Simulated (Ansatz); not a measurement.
The figure comes from a scan of NaF (rock salt): a phonon pattern at X = (0.5, 0.5, 0.0) is frozen into a 4-atom cell, Q being the largest atomic displacement. Calculation: r2SCAN (plane waves to 500 eV, PAW, scalar-relativistic; Ansatz, a program for electronic structure). k mesh 12×12×12 (Γ-centred), Fermi-Dirac smearing 0.05 eV. Energies are smeared free energies. NaF was relaxed with its symmetry unable to fall. ΔE is measured from the undisplaced structure.

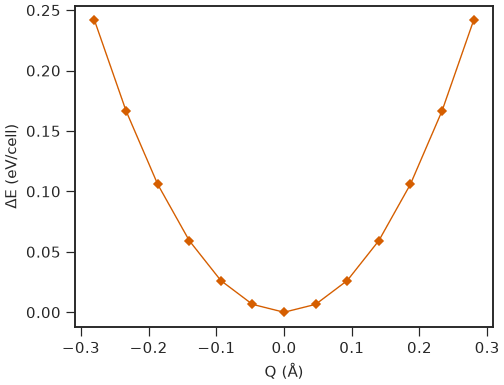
ΔE (eV/cell) against Q (Å); computed points joined by lines.

Read the plotted values off the figure, to the accuracy that the plot allows.

To the nearest 0.005:

| Q (Å) | ΔE (eV/cell) |
|---|---|
| -0.280 | 0.240 |
| -0.233 | 0.165 |
| -0.187 | 0.105 |
| -0.140 | 0.060 |
| -0.093 | 0.025 |
| -0.047 | 0.005 |
| 0.000 | 0.000 |
| 0.047 | 0.005 |
| 0.093 | 0.025 |
| 0.140 | 0.060 |
| 0.187 | 0.105 |
| 0.233 | 0.165 |
| 0.280 | 0.240 |

(For displaced atoms, the force is minus the slope of the energy, and its curvature is a force constant, which sets phonon frequencies.)
